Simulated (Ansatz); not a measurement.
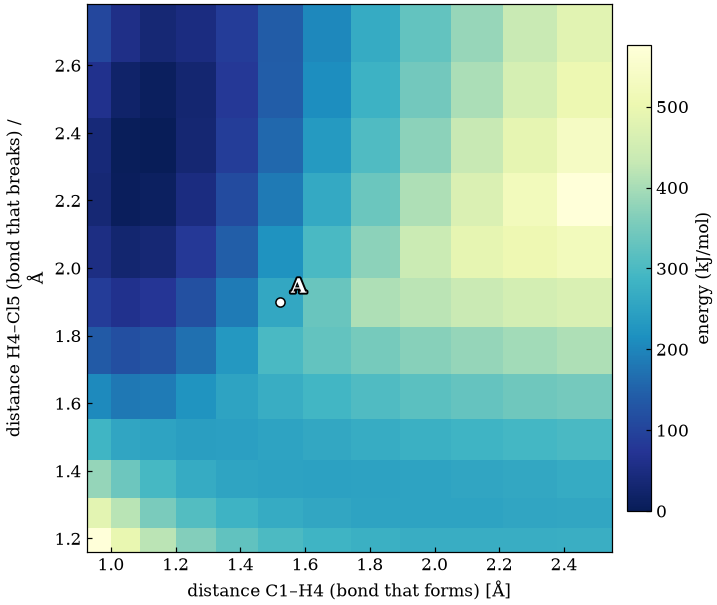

The reacting system CHCl₃ (fragments CCl₂ + ClH where the first distance is long, CHCl₃ where the second is long). Coordinates scanned: (1) distance C1–H4 (bond that forms); (2) distance H4–Cl5 (bond that breaks). Relaxed at each point: all other coordinates. The scan uses a 12 × 12 grid. Points are written as (first, second). Energies are in kJ/mol, from the lowest grid point. Energies and slopes of some neighbouring points disagree (a jump in structure or state, or too coarse a mesh). The reference is spin-restricted, so regions where a bond is pulled apart into radicals lie too high. The calculation used RKS PBE0-D4/def2-SVP in Ansatz.

In the figure: one coloured cell a grid point, the point A.

Which way does the force act at A, and how strong is it?

Answer. A, at (1.523 Å, 1.900 Å), is not a stationary point. The computed force is 540 kJ/mol for each Å towards smaller values of the first coordinate and 280 kJ/mol for each Å towards larger values of the second coordinate.
